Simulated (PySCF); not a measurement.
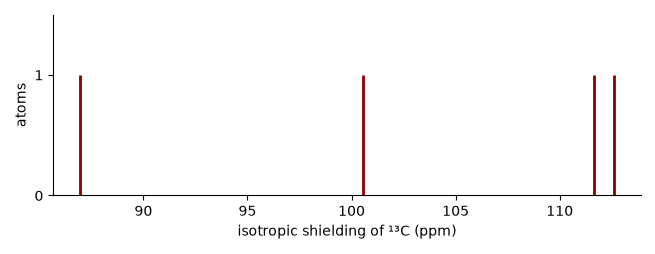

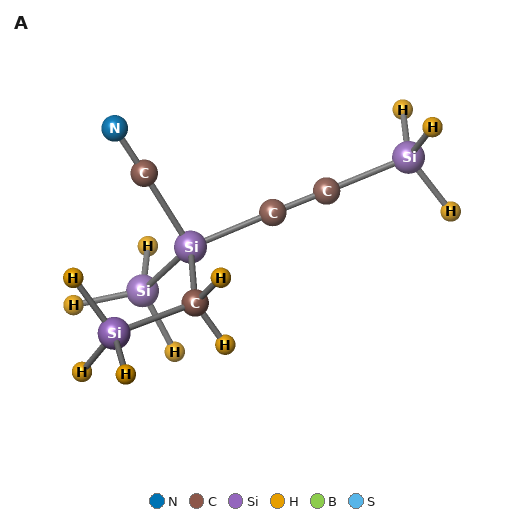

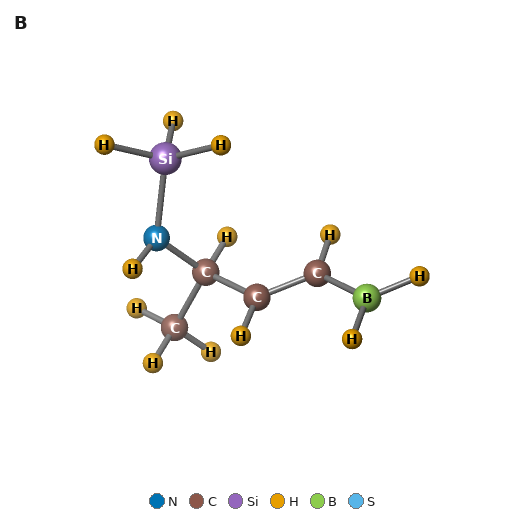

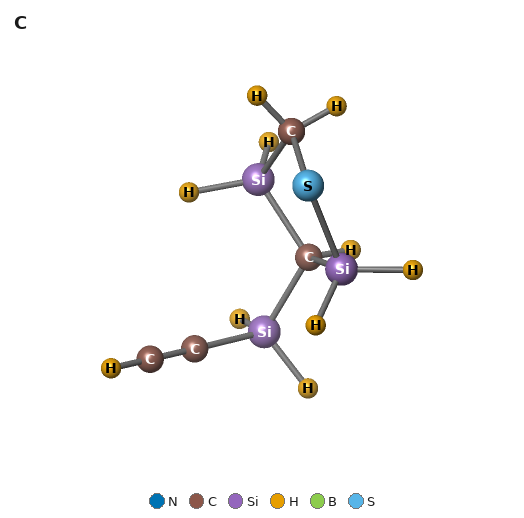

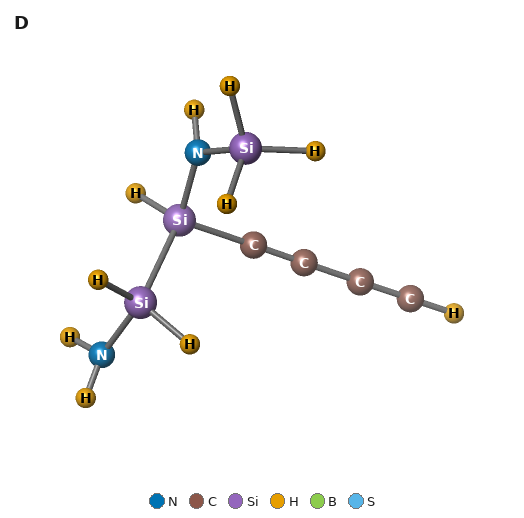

The sticks are computed shieldings of one of the molecules, for one fixed geometry (GFN2-xTB) without averaging over rotations. Low shielding means a high chemical shift. Method: GIAO PBE0/pcSseg-1 NMR shielding, non-relativistic, gas phase (PySCF 2.14.0).

Match the spectrum to a structure.

D, `C#CC#C[Si@H](N[SiH3])[SiH2]N`. Its 4 C atoms give lines at 86.9, 100.5, 111.6, 112.6 ppm.

The geometry is semi-empirical. Around B, Si such bond lengths and angles can be off by a tenth of an ångström or more and by several degrees, and values that hang on the shape move with them.
